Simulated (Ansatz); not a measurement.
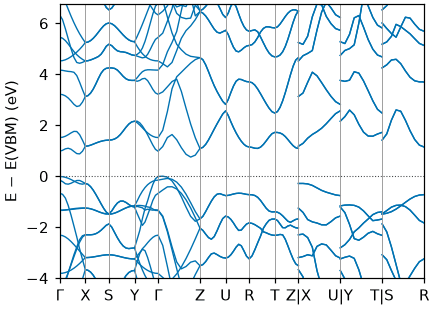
Figure: Band structure from PBE in the plane-wave PAW code Ansatz

Problem. Read off the gap and where the band edges lie.

Solution. About 0.7 eV (0.75 eV by a search for the band edges); maximum on the Γ–Z line, 12 % of the way from Γ, minimum on the Γ–Z line, 79 % of the way from Γ.

The material is SiS$_{2}$ in space group Pnnm (No. 58; Si on 2a, S on 4g).

A made-up cell: these elements were put on the sites of a structure type; neither database checked (COD, Materials Project) lists it. COD files the formula under space group No. 72, 122, so this cell is another polymorph or a model. Whether it is the stable phase at ambient conditions was not checked. The PBE relaxation kept the symmetry of its start; whether a distortion lowers the energy is not shown.

Potentials: the later of the program's two PAW sets.
